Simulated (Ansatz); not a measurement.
**Computed scan of one atom of the cell: PbTe (rock salt)**

Starting cell, PbTe (rock salt):

```yaml
crystal:
  lattice:
    - [0.00000, 6.56902, 6.56902]
    - [3.28451, 0.00000, 3.28451]
    - [3.28451, 3.28451, 0.00000]
  atoms:
    - { symbol: Te, position: [0.00000, 0.00000, 0.00000] }
    - { symbol: Te, position: [0.50000, 0.00000, 0.00000] }
    - { symbol: Pb, position: [0.25000, 0.50000, 0.50000] }
    - { symbol: Pb, position: [0.75000, 0.50000, 0.50000] }
```

Scan: atom 3 (Pb, nearest neighbour Te at 3.285 Å; its periodic images, 4.6 Å or more away, move with it) is displaced towards the nearest neighbour, direction (-1.000, 0.000, 0.000) in Cartesian axes, by s. The other atoms stay.

All values below come from PBE (plane waves to 420 eV, PAW, scalar-relativistic; Ansatz, a quantum-chemistry and plane-wave program). k mesh 7×7×7 (Γ-centred), Fermi-Dirac smearing 0.05 eV. The energy includes the smearing's −TS. F∥ is the force on the atom along that direction. PbTe was relaxed with its symmetry unable to fall. Spin-orbit coupling is left out, though Pb and Te are heavy. The zero of ΔE is the undisplaced structure.

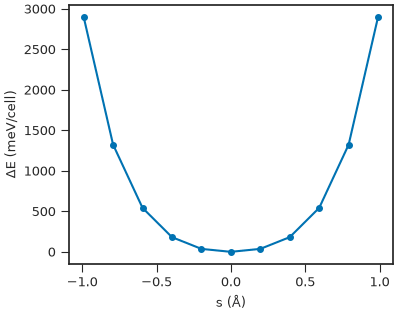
Figure. ΔE (meV/cell) against s (Å); computed points joined by lines.

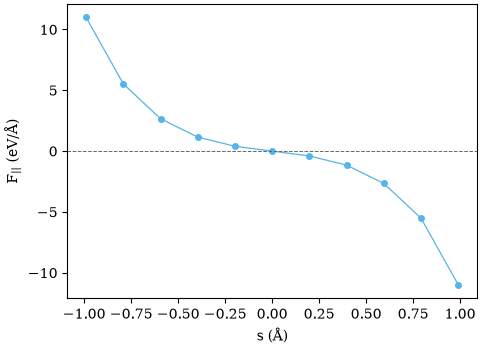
*F∥ (eV/Å) against s (Å); one marker a computed point.*

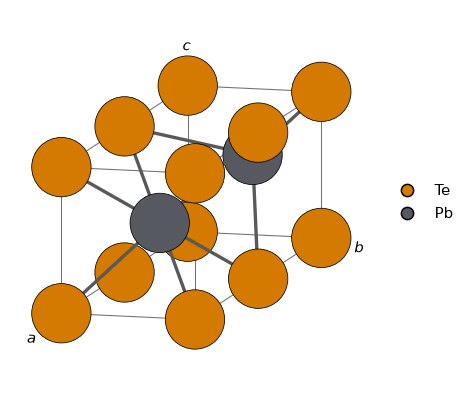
*The cell of the calculation at s = -0.990 Å.*

The energy at s = 0.990 Å comes out as 2901 meV/cell and the force along the line at s = -0.990 Å is 11.0 eV/Å. Shape of the curve: a single well with its minimum at or next to zero displacement. Symmetry of the curve: even: the same for both signs.

With its periodic images moving along, the atom's site symmetry in this cell is -3m.

(A displaced cell: forces are minus the slopes of the energy, force constants its curvatures, and phonons follow from these.)
